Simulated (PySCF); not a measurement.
H$_{4}$KSi, charge +1, SMILES `[K+].[SiH4]`.

Computed with PySCF, B3LYP/def2-SVPD, geometry: GFN2-xTB. GFN2-xTB bond lengths at metals and heavier atoms can be off by up to 0.1 Å and shapes distorted, which carries into these values.

Cartesian coordinates (Å):

```
K1       2.1705   -0.0000    0.0000
Si2     -2.3152   -0.0001    0.0000
H3      -2.6974    1.3565    0.3554
H4      -2.6974   -0.3705   -1.3525
H5      -2.6974   -0.9861    0.9971
H6      -0.7354    0.0016    0.0000
```

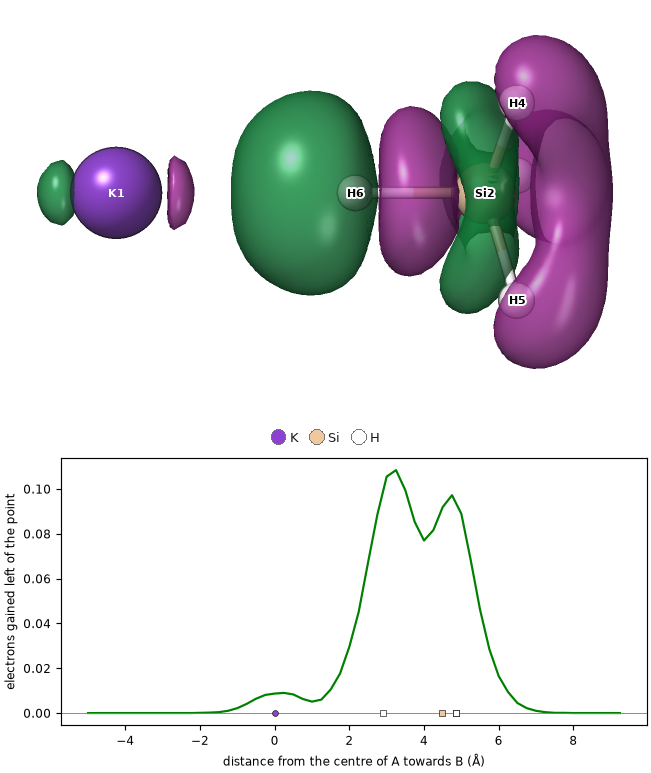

Density of the complex less the densities of the two fragments at the same geometry, ±0.004 e/Å³ (green: gain, purple: loss). Fragment A: K(+1) (atom 1); fragment B: SiH4. Below: the charge-displacement curve along the line of centres (A on the left).

**How is the density rearranged on binding?**

Hirshfeld charges show 0.026 e passing from B to A. By Hirshfeld charges, electrons gather most on H6 (−0.061 e) and leave Si2 most (+0.033 e); 0.15 e is displaced in all.

**What is the interaction energy, and which contacts carry it?**

The counterpoise-corrected interaction energy of the frozen fragments is −6.0 kcal/mol without dispersion correction and −8.5 kcal/mol with D3(BJ). D3 uses neutral-atom coefficients and tends to overbind metal cations. The pair geometry is semi-empirical, not a minimum at this level. Contacts: K1···H6, 2.91 Å, ρ = 0.005 a.u. The pose is a local one from a semi-empirical search, not shown to be the most stable.
